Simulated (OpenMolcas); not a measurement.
## Run report: Cu⁵⁺, multiconfigurational calculation (part 2 of 2)

The same run, continued: Cu⁵⁺. Method: state-averaged RASSCF, active space 12 electrons in the shells 3p 3d; RAS1 3p with at most 2 holes, basis ANO-RCC-VQZP, DKH2 scalar Hamiltonian, spin-orbit coupling by RASSI with atomic mean-field integrals (OpenMolcas).

The program's output (extracts), continued:
```
--- RASSI ---
SPIN-FREE ENERGIES:
  (Shifted by EMIN (a.u.) =      -1646.0963028196)

 SF State       Relative EMIN(au)   Rel lowest level(eV)    D:o, cm**(-1)      L_eff

     1             0.0000000000        0.0000000000              0.0000         2.0
     2             0.0000000000        0.0000000000              0.0000         2.0
     3             0.0000000000        0.0000000000              0.0000         2.0
     4             0.0000000000        0.0000000000              0.0000         2.0
     5             0.0000000000        0.0000000000              0.0000         2.0
     6             0.1448373688        3.9412255863          31788.1281         1.0
     7             0.1448373688        3.9412255863          31788.1281         1.0
     8             0.1448373688        3.9412255863          31788.1281         1.0
     9             0.1569763021        4.2715427866          34452.3160         5.0
    10             0.1569763021        4.2715427866          34452.3160         5.0
    11             0.1569763021        4.2715427866          34452.3160         5.0
    12             0.1569763021        4.2715427866          34452.3160         5.0
    13             0.1569763021        4.2715427866          34452.3160         5.0
    14             0.1569763021        4.2715427866          34452.3160         5.0
    15             0.1569763021        4.2715427866          34452.3160         5.0
    16             0.1569763021        4.2715427866          34452.3160         5.0
    17             0.1569763021        4.2715427866          34452.3160         5.0
    18             0.1569763021        4.2715427866          34452.3160         5.0
    19             0.1569763021        4.2715427866          34452.3160         5.0
    20             0.1604105339        4.3649929946          35206.0428         3.0
    21             0.1604105339        4.3649929946          35206.0428         3.0
    22             0.1604105339        4.3649929946          35206.0428         3.0
    23             0.1604105339        4.3649929946          35206.0428         3.0
    24             0.1604105339        4.3649929946          35206.0428         3.0
    25             0.1604105339        4.3649929946          35206.0428         3.0
    26             0.1604105339        4.3649929946          35206.0428         3.0
    27             0.1868542029        5.0845618856          41009.7573         4.0
    28             0.1868542029        5.0845618856          41009.7573         4.0
    29             0.1868542029        5.0845618856          41009.7573         4.0
    30             0.1868542029        5.0845618856          41009.7573         4.0
    31             0.1868542029        5.0845618856          41009.7573         4.0
    32             0.1868542029        5.0845618856          41009.7573         4.0
    33             0.1868542029        5.0845618856          41009.7573         4.0
    34             0.1868542029        5.0845618856          41009.7573         4.0
    35             0.1868542029        5.0845618856          41009.7573         4.0
    51             0.2227809528        6.0621785561          48894.7675         4.0
    52             0.2227809528        6.0621785561          48894.7675         4.0
    53             0.2227809528        6.0621785561          48894.7675         4.0
    54             0.2227809528        6.0621785561          48894.7675         4.0
    55             0.2227809528        6.0621785561          48894.7675         4.0
Eigenvalues of complex Hamiltonian:
   -----------------------------------
  (Shifted by EMIN (a.u.) =      -1646.0963028196)

 SO State       Relative EMIN(au)   Rel lowest level(eV)    D:o, cm**(-1)     J-value

     1            -0.0054610349        0.0000000000              0.0000         3.2
     2            -0.0054610349        0.0000000000              0.0000         3.1
     3            -0.0054610349        0.0000000000              0.0000         3.2
     4            -0.0054610349        0.0000000000              0.0000         3.5
     5            -0.0054610349        0.0000000000              0.0000         3.6
     6            -0.0054610349        0.0000000000              0.0000         3.2
     7            -0.0054610349        0.0000000000              0.0000         2.8
     8            -0.0054610349        0.0000000000              0.0000         2.6
     9            -0.0054610349        0.0000000000              0.0000         3.4
    10            -0.0003070307        0.1402475985           1131.1732         2.3
    11            -0.0003070307        0.1402475985           1131.1732         2.1
    12            -0.0003070307        0.1402475985           1131.1732         2.8
    13            -0.0003070307        0.1402475985           1131.1732         2.3
    14            -0.0003070307        0.1402475985           1131.1732         2.0
    15            -0.0003070307        0.1402475985           1131.1732         2.4
    16            -0.0003070307        0.1402475985           1131.1732         2.6
    17             0.0031516124        0.2343620714           1890.2576         1.5
    18             0.0031516124        0.2343620714           1890.2576         1.7
    19             0.0031516124        0.2343620714           1890.2576         1.5
    20             0.0031516124        0.2343620714           1890.2576         1.5
    21             0.0031516124        0.2343620714           1890.2576         1.6
    22             0.0053476462        0.2941191961           2372.2313         0.6
    23             0.0053476462        0.2941191961           2372.2313         0.7
    24             0.0053476462        0.2941191961           2372.2313         0.9
    25             0.0064162911        0.3231985054           2606.7717        -0.0
    26             0.1373861283        3.8870693336          31351.3285         1.7
    27             0.1373861283        3.8870693336          31351.3285         1.1
    28             0.1373861283        3.8870693336          31351.3285         1.4
    29             0.1373861283        3.8870693336          31351.3285         1.7
    30             0.1373861283        3.8870693336          31351.3285         1.9
    31             0.1526104096        4.3013431322          34692.6720         0.7
    32             0.1526104096        4.3013431322          34692.6720         0.7
    33             0.1526104096        4.3013431322          34692.6720         0.9
    34             0.1540873662        4.3415331680          35016.8265         5.5
    35             0.1540873662        4.3415331680          35016.8265         5.1
    36             0.1540873662        4.3415331680          35016.8265         3.3
    37             0.1540873662        4.3415331680          35016.8265         5.3
    38             0.1540873662        4.3415331680          35016.8265         5.6
    39             0.1540873662        4.3415331680          35016.8265         5.3
    40             0.1540873662        4.3415331680          35016.8265         3.4
    41             0.1540873662        4.3415331680          35016.8265         4.6
Weights of the five most important spin-orbit-free states for each spin-orbit state.

 SO State  Total energy (au)           Spin-free states, spin, and weights
 -------------------------------------------------------------------------------------------------------
    1        -0.005461       3 2.0  0.2714    5 2.0  0.2389    2 2.0  0.2349    1 2.0  0.1275    4 2.0  0.1239
    2        -0.005461       4 2.0  0.3327    2 2.0  0.2439    5 2.0  0.1747    3 2.0  0.1704    1 2.0  0.0749
    3        -0.005461       2 2.0  0.2752    5 2.0  0.2350    4 2.0  0.1972    3 2.0  0.1447    1 2.0  0.1445
    4        -0.005461       1 2.0  0.2933    4 2.0  0.2719    5 2.0  0.1957    2 2.0  0.1460    3 2.0  0.0897
    5        -0.005461       1 2.0  0.3010    5 2.0  0.2845    2 2.0  0.1960    3 2.0  0.1195    4 2.0  0.0956
    6        -0.005461       1 2.0  0.3015    5 2.0  0.2401    3 2.0  0.1649    4 2.0  0.1502    2 2.0  0.1399
    7        -0.005461       3 2.0  0.2908    2 2.0  0.2084    1 2.0  0.2041    4 2.0  0.1656    5 2.0  0.1277
    8        -0.005461       3 2.0  0.2753    1 2.0  0.2501    2 2.0  0.1926    5 2.0  0.1665    4 2.0  0.1121
    9        -0.005461       4 2.0  0.3446    3 2.0  0.2672    2 2.0  0.1570    5 2.0  0.1309    1 2.0  0.0969
   10        -0.000307       3 2.0  0.2820    5 2.0  0.2473    1 2.0  0.2046    4 2.0  0.1576    2 2.0  0.1067
   11        -0.000307       5 2.0  0.2939    3 2.0  0.2328    2 2.0  0.2211    4 2.0  0.1349    1 2.0  0.1157
   12        -0.000307       2 2.0  0.2725    4 2.0  0.2700    5 2.0  0.2586    3 2.0  0.1013    1 2.0  0.0959
```

Spin-orbit levels, grouped by J and assigned (the lowest 15):

| Configuration | Level | E (cm⁻¹) | LS purity (%) | Landé g |
| --- | --- | --- | --- | --- |
| 3d⁶ | ⁵D₄ | 0 | 100 | 1.500 |
| 3d⁶ | ⁵D₃ | 1,131 | 100 | 1.501 |
| 3d⁶ | ⁵D₂ | 1,890 | 100 | 1.501 |
| 3d⁶ | ⁵D₁ | 2,372 | 100 | 1.501 |
| 3d⁶ | ⁵D₀ | 2,607 | 99 | – |
| 3d⁶ | ³P₂ | 31,350 | 99 | 1.499 |
| 3d⁶ | ³P₁ | 34,690 | 99 | 1.499 |
| 3d⁶ | ³H₆ | 35,020 | 99 | 1.166 |
| 3d⁶ | ³F₄ | 35,210 | 58 | 1.083 |
| 3d⁶ | ³H₅ | 35,490 | 96 | 1.041 |
| 3d⁶ | ³P₀ | 35,840 | 97 | – |
| 3d⁶ | ³H₄ | 36,230 | 63 | 0.965 |
| 3d⁶ | ³F₃ | 36,320 | 96 | 1.073 |
| 3d⁶ | ³F₂ | 36,770 | 99 | 0.668 |
| 3d⁶ | ³G₅ | 41,840 | 96 | 1.193 |

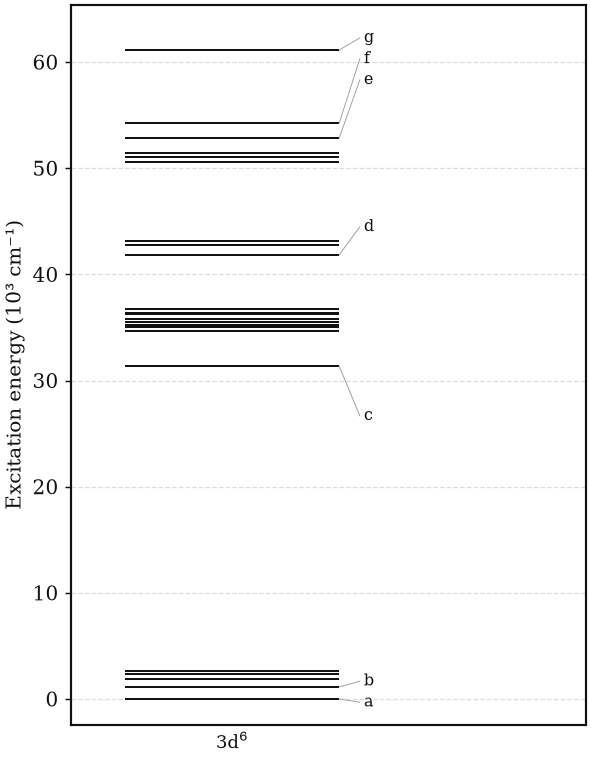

**Figure 1.** The lowest computed levels of Cu VI (Cu⁵⁺), 7 of them lettered. a: 3d⁶ ⁵D₄ at 0; b: 3d⁶ ⁵D₃ at 1,130 cm⁻¹; c: 3d⁶ ³P₂ at 31,400 cm⁻¹; d: 3d⁶ ³G₅ at 41,800 cm⁻¹; e: 3d⁶ ¹I₆ at 52,800 cm⁻¹; f: 3d⁶ ¹S₀ at 54,200 cm⁻¹; g: 3d⁶ ¹D₂ at 61,100 cm⁻¹.

Key numbers:

```
                                 quantity                                  value
                                  outcome                              converged
                             lowest level                                3d⁶ ⁵D₄
                      first excited level  3d⁶ ⁵D₃, 1,131 cm⁻¹ (measured: 1,196)
      energy of the lowest spin-free term                    −1646.09630 hartree
    energy of the lowest spin-orbit level                    −1646.10176 hartree
largest spread among components of a term                               0.0 cm⁻¹
                                wall time                                   50 s
```

Remarks:

Without dynamic correlation the splittings between terms come out too large, often by 20 to 50 %. Limits: extra active shells serve correlation only, their own levels not computed; only configurations of the active space are included.
